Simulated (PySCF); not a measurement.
Molecule: SMILES CB(C)/C=C/[SiH](Cl)Cl (C4H9BCl2Si), singlet. Atoms near the plane z = 0.8 Å, at the GFN2-xTB optimised geometry (x, y, z in Å): Si1 (-2.7, -1.0, 0.0), Cl3 (-3.4, 0.9, 0.0), C4 (-0.8, -1.0, 0.0), C5 (0.0, 0.1, 0.2), B6 (1.6, 0.0, 0.3), C8 (2.3, 1.0, 1.3), H9 (-3.2, -1.7, 1.1), H10 (-0.3, -2.0, -0.2), H11 (-0.5, 1.0, 0.4), H14 (2.6, -1.9, -0.1), H15 (3.3, 0.6, 1.6), H17 (2.4, 2.0, 0.8).

Level of theory: B3LYP/def2-SVP in PySCF. The values are rescaled to run from 0 to 1.

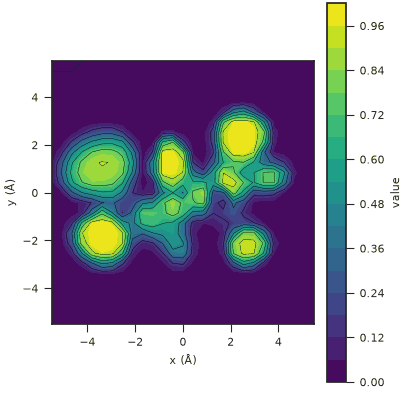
Figure: a field on the plane z = 0.8 Å.

### Question
Which quantity is mapped?
A) electron localisation function
B) Laplacian of the electron density
C) an orbital amplitude
D) electrostatic potential

### Answer
A, electron localisation function
